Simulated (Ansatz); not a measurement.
**How many bands does the GW gap of PtSe2 (1T monolayer) need?**

How do accuracy and time trade against each other in G0W0 on PtSe2 (1T monolayer)?

Program: Ansatz 0.2.0. Level of theory: G0W0 on PBEsol, plane waves, PAW; PAW set soft_1. Results are calculated unless marked as measured.

### 1. The starting structure

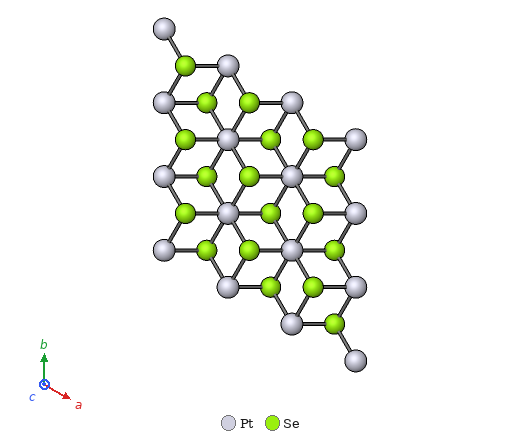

The starting structure, seen from above (platinum light grey, selenium green). 3×3×1 cells are drawn. Some periodic images of atoms are drawn too.

The cell holds 3 atoms: 1 Pt and 2 Se. Its edges and angles: a = 3.703 Å, b = 3.703 Å, c = 28.400 Å, α = 90.0°, β = 90.0°, γ = 120.0°. Vacuum lies along c.

The structure was relaxed with PBEsol. The runs that relaxed it are not among those shown. Spin-orbit coupling is left out unless a step names it. The Coulomb interaction is cut off across the vacuum.

### 2. 145 empty bands, screening to 33 eV

Now the one-shot GW correction: screening in the RPA, then the self-energy of the levels asked for. This step takes PAW set soft_1 files.

input.yaml reads:

```yaml
crystal:
  lattice:
    - [3.7031659121, 0.0, 0.0]
    - [-1.851582956, 3.2070357543, 0.0]
    - [0.0, 0.0, 28.4]
  atoms:
    - { symbol: Pt, position: [0.0, 0.0, 0.5] }
    - { symbol: Se, position: [0.3333333333, 0.6666666667, 0.5454944555] }
    - { symbol: Se, position: [0.6666666667, 0.3333333333, 0.4545055445] }
  periodic: [true, true, false]
kpoints:
  mp_grid: { grid: [6, 6, 1] }
hamiltonian:
  xc: pbesol
  pseudopotentials: { kind: paw, azcp: { folder: soft_1 }, xc_functional: pbe }
scf:
  occupations: { method: fixed }
gw:
  n_empty_bands: 145
  ecut_chi: 33.0
  qp_bands: [v2, c2]
  qp_kpoints: band_edges
  screening: { model: contour_deformation }
```

On the command line:

```sh
$ ansatz run input.yaml --threads 3 --pin off --max-ram 92160MiB --backend cuda --events-out ev --progress --plain --runs-dir out --devices 1 --max-vram 13GiB
```

Numbers of over 12 decimals in the logs are rounded to 6 here.

What it wrote:

```text
GPUs: using 1 of 1 available (devices: 1).
Engine: ansatz 0.2.0, x86_64-unknown-linux-gnu
Pseudopotentials: kind: paw
Pseudopotential: Pt, paw, valence charge 18, recommended cutoff 420 eV (normal), soft_1/Pt.paw.azcp
Pseudopotential: Se, paw, valence charge 16, recommended cutoff 420 eV (normal), soft_1/Se.paw.azcp
Functional definition: PBEsol
  exchange = pbesol_x
  correlation = pbesol_c
device memory: the entry about to start is reckoned to put 3.0 GiB on a device that reports 32.4 GiB free (of which the cap on the GPU budget leaves the run 13.0 GiB)
GPU FFT provider: cuFFT
GPU libraries: cuBLAS 13.8.2, cuFFT 12.4.0, cuSOLVER 12.3.4
Crystal: 3 atoms, lattice volume = 337.284 Å³
Basis set: ecut = 420 eV, 6635 PW (Γ)
Bands: 30, of which v1, the nominal top of the filled ones, is band 25 counted from 1 (24 counted from 0)
Symmetry: 12 space group operations
Space group: P-3m1 (ITA 164), of the structure as read, at distance tolerance 7.0e-5 Å
k-points: 7 of 36
Non-local potential: Pt, projectors of the file, l = 0: 3, l = 1: 2, l = 2: 2, l = 3: 1
Non-local potential: Se, projectors of the file, l = 0: 2, l = 1: 2, l = 2: 3, l = 3: 1
PAW form: soft (Blöchl's): semilocal exchange-correlation on the pseudo side does not see the compensation charge
PAW frozen core: Pt, regenerated for the run's functional, and the local potential with it (the file was generated under x = pbe(κ = 0.804, μ = 0.219515), c = pbe(β = 0.066725))
PAW frozen core: Se, regenerated for the run's functional, and the local potential with it (the file was generated under x = pbe(κ = 0.804, μ = 0.219515), c = pbe(β = 0.066725))
PAW one-centre angular grid: Pt, 590 points (default); XC on 64 Gauss nodes
PAW one-centre angular grid: Se, 590 points (default); XC on 64 Gauss nodes
Initial density: superposition of atomic densities (neutral atoms: chi_scale 0, normalization atom)
Initial wavefunctions: pseudopotential atomic-orbital guess
GPU buffer pool allocated for 120000 grid points (all kernels)
GPU transforms: local potential and band sums: pruned to the plane-wave sphere, on 25×25×192
Functional: x = pbesol(κ = 0.804, μ = 0.123457), c = pbesol(β = 0.046)
SCF iter   1: F=—  HF=-23235.813935 eV  |F-HF|=—  |Δ(HF+E_count)|=         —  Δρ=3.51e-2  dr2=4.48e0  ethr=3.10e-3  ⟨swp⟩=6.6  Hψ=896  notcnv=0  defer=20
preconditioner: auto → Resta (q_TF=auto, 1.985 Å⁻¹)  ε∞=2.0  [insulator: Δε(μ)=1.868 eV  Ē_g=9.501 eV  n_scr=34 (ndim 8)  ℏωp=9.5 eV  f_vac=0.778  ε∞_Penn≈2.0  vacuum switching on, ρ_ref=6.5e-3 e/Å³]
SCF iter   2: F=—  HF=-23235.520393 eV  |F-HF|=—  |Δ(HF+E_count)|=   2.94e-1  Δρ=2.10e-2  dr2=3.00e0  ethr=3.10e-3  ⟨swp⟩=4.4  Hψ=568  notcnv=0  defer=21
SCF iter   3: F=—  HF=-23234.945382 eV  |F-HF|=—  |Δ(HF+E_count)|=   5.75e-1  Δρ=8.20e-3  dr2=9.13e-2  ethr=3.10e-3  ⟨swp⟩=3.0  Hψ=426  notcnv=0  defer=21
SCF iter   4: F=—  HF=-23234.921677 eV  |F-HF|=—  |Δ(HF+E_count)|=   2.37e-2  Δρ=7.13e-4  dr2=1.05e-3  ethr=1.83e-4  ⟨swp⟩=3.1  Hψ=416  notcnv=0  defer=21
SCF iter   5: F=—  HF=-23234.921640 eV  |F-HF|=—  |Δ(HF+E_count)|=   3.68e-5  Δρ=2.11e-4  dr2=1.08e-4  ethr=2.10e-6  ⟨swp⟩=3.7  Hψ=508  notcnv=0  defer=21
SCF iter   6: F=—  HF=-23234.921715 eV  |F-HF|=—  |Δ(HF+E_count)|=   7.46e-5  Δρ=5.68e-5  dr2=1.46e-5  ethr=2.16e-7  ⟨swp⟩=3.0  Hψ=356  notcnv=0  defer=21
SCF iter   7: F=—  HF=-23234.921715 eV  |F-HF|=—  |Δ(HF+E_count)|=   1.57e-7  Δρ=1.37e-5  dr2=7.03e-7  ethr=2.92e-8  ⟨swp⟩=3.0  Hψ=441  notcnv=0  defer=21
SCF iter   8: F=-23234.921715 eV  HF=-23234.921715 eV  |F-HF|=6.05e-8  |Δ(HF+E_count)|=   4.93e-7  Δρ=4.88e-6  dr2=5.33e-8  ethr=2.00e-10  ⟨swp⟩=20.1  Hψ=1325  notcnv=0
SCF 1 converged in 8 iterations: F = -23234.921715 eV  dr2 = 5.33e-8
  greatest PAW one-centre occupation: 1.000 electrons in one spin orbital (limit 2), on the Pt atom at site 0 (counted from 0), in its partial waves of l = 0
device memory: the entry about to start is reckoned to put 3.9 GiB on a device that reports 32.4 GiB free (of which the cap on the GPU budget leaves the run 13.0 GiB)
NSCF: frozen V_eff on 7 k-points
the band table was solved once the SCF had ended and its energy, with any forces and stress, was formed, with the checks that follow a solve (1328 applications of the Hamiltonian). They found nothing against the state; the energy, forces and stress were not computed again (output.eigenvalues in the input reference)
device memory: the entry about to start is reckoned to put 4.2 GiB on a device that reports 32.4 GiB free (of which the cap on the GPU budget leaves the run 13.0 GiB)
NSCF: frozen V_eff on 7 k-points
G₀W₀ screening: q 1/7
[... further progress lines ...]
SCF converged after 8 iterations
Free energy (F): -23234.921715 eV
Harris-Foulkes:  -23234.921715 eV  (|F-HF|=6.05e-8)
Internal energy: -23234.921715 eV  (E = F + TS)
E sigma→0 (E₀):  -23234.921715 eV
Fermi energy:    -5.751531 eV
--- Per-component energies (eV) ---
  E_band       = -1853.366433
  E_kinetic    = 817.396107
  E_local      = -117399.663415  (includes V_loc(G=0)·N_el)
  E_nonlocal   = -497.855039
  E_hartree    = 58188.880183
  E_xc         = -399.680107
  E_vxc        = -450.904046  (∫ρ·V_xc dr)
  E_paw        = -13519.149752  (= ΣΔE_a)
  E_vpaw       = -700.088717  (= ΣTr[D̂ρ^β])
  E_aug_tail   = 0.000393  (compensation charges beyond the density's cutoff)
  E_ewald      = 49572.845979
  E_core_change = 2.303935  (= ΣΔE_core)
  E_smearing   = -0.000000  (= −TS)
  E_closure    = -0.000000  (closes the sum)
  Σ components = -23234.921715   (vs F -23234.921715, Δ=0.00e0)
--- Band table (eV; the first three rows and the last of 7) ---
  k-point 0: bands = [... 21 lower, -6.9665, -6.3554, -5.7515, -5.7515, -2.6584, -2.6584, -1.1025 (-1.1027°), -0.5075, ... 1 higher]
  k-point 1: bands = [... 21 lower, -7.7210, -5.9572, -5.8962, -5.8250, -4.0596, -3.0003, -0.2751 (-0.2766°), 0.0146, ... 1 higher]
  k-point 2: bands = [... 21 lower, -8.0813, -7.1383, -6.6316, -6.2995, -3.8926, -3.0426, -0.7548, 0.8604, ... 1 higher]
  k-point 6: bands = [... 21 lower, -8.3513, -8.0511, -6.7271, -6.7271, -3.8997, -3.8997, 0.4754, 2.5006, ... 1 higher]
  ° read free of the cell's end (the report's vacuum.weakly_bound_levels)
--- G₀W₀: contour deformation, 7 samples at zero and on the imaginary axis and 1 off it, 36 q-points, 145 empty bands' worth ---
  eigenvalues of the whole cell's RPA ε∞ on this k-mesh (on a slab, of 1 + 4πα/V) = 1.1633, 4.4292, 4.4292; static W/v taken at q = 0 is 0.446087
  gw.qp_kpoints: band_edges: 6 of 7 stored k-points solved, in 1 pass; an edge of the gap read off the rows below is read off those points alone
    valence top: of the k-points left out ik 3 came nearest to being solved in a further pass, in band 25 (counted from 1, as in the quasiparticle table): it holds the edge there only if its correction is more favourable than any solved in that band by at least 1.420 eV; those differ by 0.150 eV
    conduction bottom: of the k-points left out ik 3 came nearest to being solved in a further pass, in band 26 (counted from 1, as in the quasiparticle table): it holds the edge there only if its correction is more favourable than any solved in that band by at least 0.794 eV; those differ by 0.077 eV
    ik  band        ε_KS         Σx   Σc(E_QP)       V_xc       Z   E_QP_lin       E_QP  E_QP is
     0    24     -5.7515   -17.7526     1.6591   -16.2535  0.7201    -5.5924    -5.5915  root
     0    25     -5.7515   -17.7526     1.6591   -16.2535  0.7201    -5.5924    -5.5915  root
     0    26     -2.6584   -17.0428    -2.7490   -20.7367  0.6785    -1.6592    -1.7135  root
     0    27     -2.6584   -17.0428    -2.7490   -20.7367  0.6785    -1.6592    -1.7135  root
     1    24     -5.8962   -18.7679     2.1321   -16.6665  0.7123    -5.8656    -5.8655  root
     1    25     -5.8250   -19.5895     2.0671   -17.6608  0.7198    -5.6873    -5.6866  root
     1    26     -4.0596   -16.0531    -2.2393   -19.1796  0.7280    -3.1340    -3.1725  root
     1    27     -3.0003   -16.3437    -2.7578   -20.0554  0.6967    -1.9852    -2.0463  root
     2    24     -6.6316   -21.4492     2.7459   -18.7799  0.7065    -6.5553    -6.5551  root
     2    25     -6.2995   -20.2444     2.5681   -17.6864  0.7021    -6.2894    -6.2894  root
     2    26     -3.8926   -16.2516    -2.3508   -19.4924  0.7206    -2.9609    -3.0026  root
     2    27     -3.0426   -16.2741    -2.8377   -20.0634  0.6955    -2.0269    -2.0910  root
     4    24     -6.4531   -23.8148     3.2870   -20.5606  0.7010    -6.4204    -6.4204  root
     4    25     -5.7616   -19.3440     2.1769   -17.2225  0.7144    -5.7063    -5.7061  root
     4    26     -3.9457   -15.0777    -2.4935   -18.4388  0.7230    -3.0392    -3.0781  root
     4    27     -3.8492   -16.0625    -2.5091   -19.5056  0.7208    -2.8673    -2.9152  root
     5    24     -7.1624   -21.6579     3.2053   -18.4578  0.6783    -7.1573    -7.1573  root
     5    25     -6.3744   -22.3926     2.9497   -19.4835  0.7042    -6.3338    -6.3337  root
     5    26     -3.8999   -15.6145    -2.4765   -18.9658  0.7199    -2.9846    -3.0250  root
     5    27     -3.3809   -16.5278    -2.8773   -20.3586  0.7041    -2.3589    -2.4274  root
     6    24     -6.7271   -25.1849     3.6802   -21.5291  0.6941    -6.7027    -6.7027  root
     6    25     -6.7271   -25.1849     3.6802   -21.5291  0.6941    -6.7027    -6.7027  root
     6    26     -3.8997   -15.7059    -2.6409   -19.2546  0.7172    -2.9466    -2.9918  root
     6    27     -3.8997   -15.7059    -2.6409   -19.2546  0.7172    -2.9466    -2.9918  root
```

The job ended after 12 s (1 × NVIDIA H100 80GB HBM3 (shared by 6 runs) with 3 threads of AMD EPYC 7R13 (Zen 3), shared host; peak memory 1.3 GiB).

In the SCF lines HF is the Harris–Foulkes energy and dr2 the Hartree energy of the density residual, in eV; the loop may stop once dr2 is under the threshold and the program's other checks hold. Hψ counts applications of the Hamiltonian.

Numbers from this step:

- bands summed: 170
- plane waves in the screening matrix: 141
- q-points in the mesh: 36
- G0W0 gap on the mesh: 2.419 eV
- k of the valence top: 0, 0, 0
- k of the conduction bottom: 0, 0.1667, 0
- starting gap on the mesh: 1.692 eV
- Z at the valence top: 0.7201
- Z at the conduction bottom: 0.7280
- least direct G0W0 gap on the computed points: 2.514 eV

The gap on the mesh goes from 1.69 eV to 2.42 eV, a correction of +0.73 eV. Between the two edge states, bare exchange in place of the xc potential would open the gap by 4.63 eV, and correlation takes back 3.90 eV.

### 3. 410 empty bands, screening to 66 eV

Another rung: the empty bands reach about as high as the screening cutoff, so the two stay in balance.

Changes to input.yaml since step 2:

```diff
@@ -18,4 +18,4 @@
 gw:
-  n_empty_bands: 145
-  ecut_chi: 33.0
+  n_empty_bands: 410
+  ecut_chi: 66.0
   qp_bands: [v2, c2]
```

What it wrote:

```text
GPUs: using 1 of 1 available (devices: 1).
[...]
GPU FFT provider: cuFFT
GPU libraries: cuBLAS 13.8.2, cuFFT 12.4.0, cuSOLVER 12.3.4
Crystal: 3 atoms, lattice volume = 337.284 Å³
Basis set: ecut = 420 eV, 6635 PW (Γ)
Bands: 30, of which v1, the nominal top of the filled ones, is band 25 counted from 1 (24 counted from 0)
Symmetry: 12 space group operations
[...]
k-points: 7 of 36
[...]
GPU buffer pool allocated for 120000 grid points (all kernels)
[...]
SCF iter   1: F=—  HF=-23235.813935 eV  |F-HF|=—  |Δ(HF+E_count)|=         —  Δρ=3.51e-2  dr2=4.48e0  ethr=3.10e-3  ⟨swp⟩=6.6  Hψ=896  notcnv=0  defer=20
[...]
SCF iter   8: F=-23234.921715 eV  HF=-23234.921715 eV  |F-HF|=6.05e-8  |Δ(HF+E_count)|=   4.93e-7  Δρ=4.88e-6  dr2=5.33e-8  ethr=2.00e-10  ⟨swp⟩=20.1  Hψ=1325  notcnv=0
SCF 1 converged in 8 iterations: F = -23234.921715 eV  dr2 = 5.33e-8
[...]
NSCF: frozen V_eff on 7 k-points
[...]
G₀W₀ screening: q 1/7
[... further progress lines ...]
SCF converged after 8 iterations
Free energy (F): -23234.921715 eV
[...]
Internal energy: -23234.921715 eV  (E = F + TS)
E sigma→0 (E₀):  -23234.921715 eV
Fermi energy:    -5.751531 eV
[...]
--- Band table (eV; the first three rows and the last of 7) ---
  k-point 0: bands = [... 21 lower, -6.9665, -6.3554, -5.7515, -5.7515, -2.6584, -2.6584, -1.1025 (-1.1027°), -0.5075, ... 1 higher]
  k-point 1: bands = [... 21 lower, -7.7210, -5.9572, -5.8962, -5.8250, -4.0596, -3.0003, -0.2751 (-0.2766°), 0.0146, ... 1 higher]
  k-point 2: bands = [... 21 lower, -8.0813, -7.1383, -6.6316, -6.2995, -3.8926, -3.0426, -0.7548, 0.8604, ... 1 higher]
  k-point 6: bands = [... 21 lower, -8.3513, -8.0511, -6.7271, -6.7271, -3.8997, -3.8997, 0.4754, 2.5006, ... 1 higher]
  ° read free of the cell's end (the report's vacuum.weakly_bound_levels)
[...]
bands read: the sum over 435 bands ends inside a degenerate multiplet in 1 slot, whose members it reads at an even weight; the widest, k=6: bands 435 to 436 (counted from 1) at 1/2 each
[...]
0    24     -5.7515   -17.7526     1.2995   -16.2535  0.7146    -5.9526    -5.9511  root
     0    25     -5.7515   -17.7526     1.2995   -16.2535  0.7146    -5.9526    -5.9511  root
     0    26     -2.6584   -17.0428    -3.0316   -20.7367  0.6748    -1.9729    -1.9961  root
     0    27     -2.6584   -17.0428    -3.0316   -20.7367  0.6748    -1.9729    -1.9961  root
     1    24     -5.8962   -18.7679     1.8315   -16.6665  0.7065    -6.1692    -6.1662  root
     1    25     -5.8250   -19.5895     1.7240   -17.6608  0.7144    -6.0312    -6.0297  root
     1    26     -4.0596   -16.0531    -2.4996   -19.1796  0.7228    -3.4164    -3.4327  root
     1    27     -3.0003   -16.3437    -3.0539   -20.0554  0.6913    -2.3059    -2.3425  root
[...]
6    24     -6.7271   -25.1849     3.4240   -21.5291  0.6891    -6.9617    -6.9590  root
     6    25     -6.7271   -25.1849     3.4240   -21.5291  0.6891    -6.9617    -6.9590  root
     6    26     -3.8997   -15.7059    -2.9081   -19.2546  0.7114    -3.2399    -3.2590  root
     6    27     -3.8997   -15.7059    -2.9081   -19.2546  0.7114    -3.2399    -3.2590  root
```

Elapsed: 42 s, on 1 × NVIDIA H100 80GB HBM3 (shared by 6 runs) with 3 threads; peak memory 1.7 GiB.

Numbers from this step:

```yaml
bands_summed: 435
plane_waves_in_the_screening_matrix: 439
q_points_in_the_mesh: 36
g0w0_gap_on_the_mesh: 2.518 eV
k_of_the_valence_top: 0, 0, 0
k_of_the_conduction_bottom: 0, 0.1667, 0
starting_gap_on_the_mesh: 1.692 eV
z_at_the_valence_top: 0.7146
z_at_the_conduction_bottom: 0.7228
least_direct_g0w0_gap_on_the_computed_points: 2.597 eV
```

Against the run with 6×6×1 mesh, 145 empty bands, screening to 33 eV, PAW set soft_1 files, the gap moves by +0.10 eV.

### 4. 883 empty bands, screening to 110 eV

Changes to input.yaml since step 3:

```diff
@@ -17,5 +17,6 @@
   occupations: { method: fixed }
+  convergence: { dr2_threshold: 1.0e-10 }
 gw:
-  n_empty_bands: 410
-  ecut_chi: 66.0
+  n_empty_bands: 883
+  ecut_chi: 110.0
   qp_bands: [v2, c2]
```

What it wrote:

```text
GPUs: using 1 of 1 available (devices: 1).
[...]
GPU FFT provider: cuFFT
GPU libraries: cuBLAS 13.8.2, cuFFT 12.4.0, cuSOLVER 12.3.4
Crystal: 3 atoms, lattice volume = 337.284 Å³
Basis set: ecut = 420 eV, 6635 PW (Γ)
Bands: 30, of which v1, the nominal top of the filled ones, is band 25 counted from 1 (24 counted from 0)
Symmetry: 12 space group operations
[...]
k-points: 7 of 36
[...]
1    27     -3.0002   -16.3438    -3.2545   -20.0555  0.6888    -2.5279    -2.5430  root
[...]
6    24     -6.7269   -25.1850     3.2178   -21.5292  0.6869    -7.1758    -7.1650  root
     6    25     -6.7269   -25.1850     3.2178   -21.5292  0.6869    -7.1758    -7.1650  root
     6    26     -3.8995   -15.7060    -3.0930   -19.2548  0.7092    -3.4350    -3.4439  root
     6    27     -3.8995   -15.7060    -3.0930   -19.2548  0.7092    -3.4350    -3.4439  root
[key lines of the parts left out:]
SCF converged after 10 iterations
Free energy (F): -23234.921715 eV
Fermi energy:    -5.751414 eV
```

Wall time 39 s (1 × NVIDIA H100 80GB HBM3 (shared by 6 runs) with 3 threads); peak memory 2.7 GiB.

Numbers from this step:

```yaml
bands_summed: 908
plane_waves_in_the_screening_matrix: 895
g0w0_gap_on_the_mesh: 2.597 eV
k_of_the_valence_top: 0, 0, 0
k_of_the_conduction_bottom: 0, 0.1667, 0
starting_gap_on_the_mesh: 1.692 eV
least_direct_g0w0_gap_on_the_computed_points: 2.667 eV
```

Against the run with 6×6×1 mesh, 410 empty bands, screening to 66 eV, PAW set soft_1 files, the gap moves by +0.08 eV.

### 5. 1623 empty bands, screening to 165 eV

Changes to input.yaml since step 4:

```diff
@@ -17,6 +17,5 @@
   occupations: { method: fixed }
-  convergence: { dr2_threshold: 1.0e-10 }
 gw:
-  n_empty_bands: 883
-  ecut_chi: 110.0
+  n_empty_bands: 1623
+  ecut_chi: 165.0
   qp_bands: [v2, c2]
```

What it wrote:

```text
GPUs: using 1 of 1 available (devices: 1).
[...]
GPU FFT provider: cuFFT
GPU libraries: cuBLAS 13.8.2, cuFFT 12.4.0, cuSOLVER 12.3.4
Crystal: 3 atoms, lattice volume = 337.284 Å³
Basis set: ecut = 420 eV, 6635 PW (Γ)
Bands: 30, of which v1, the nominal top of the filled ones, is band 25 counted from 1 (24 counted from 0)
Symmetry: 12 space group operations
[...]
k-points: 7 of 36
[...]
1    27     -3.0003   -16.3437    -3.3812   -20.0554  0.6874    -2.6628    -2.6698  root
[...]
6    24     -6.7271   -25.1849     3.0994   -21.5291  0.6860    -7.3022    -7.2836  root
     6    25     -6.7271   -25.1849     3.0994   -21.5291  0.6860    -7.3022    -7.2836  root
     6    26     -3.8997   -15.7059    -3.2092   -19.2546  0.7079    -3.5555    -3.5601  root
     6    27     -3.8997   -15.7059    -3.2092   -19.2546  0.7079    -3.5555    -3.5601  root
[key lines of the parts left out:]
SCF converged after 8 iterations
Free energy (F): -23234.921715 eV
Fermi energy:    -5.751531 eV
```

Run time: 1.9 min. Hardware: 1 × NVIDIA H100 80GB HBM3 (shared by 6 runs) with 3 threads; peak memory 5.1 GiB.

Numbers from this step:

| Property | Result |
| --- | --- |
| bands summed | 1648 |
| plane waves in the screening matrix | 1595 |
| G0W0 gap on the mesh | 2.618 eV |
| k of the valence top | 0, 0, 0 |
| k of the conduction bottom | 0, 0.1667, 0 |
| starting gap on the mesh | 1.692 eV |
| least direct G0W0 gap on the computed points | 2.685 eV |

Against the run with 6×6×1 mesh, 883 empty bands, screening to 110 eV, PAW set soft_1 files, the gap moves by +0.02 eV.

(Continued in part 2 of 2.)

[Paths, hosts, dates, memory and timing lines, banners, echoed tables and standing remarks are left out of the program output.]

[Logs are printed without paths, hosts, clocks, repeated set-up lines and the standing remarks that a program may print on its own settings, such as how far it seeks lower states.]

[Runs of the session that timed out or met a known fault of the program may be left out.]

[Cells called generated may have been cut or substituted from an entry of the Crystallography Open Database or the Materials Project.]

[Hosts, paths, dates, database ids (printed as entryN), source tags and the programs' standing remarks are cut or masked in the printed files.]
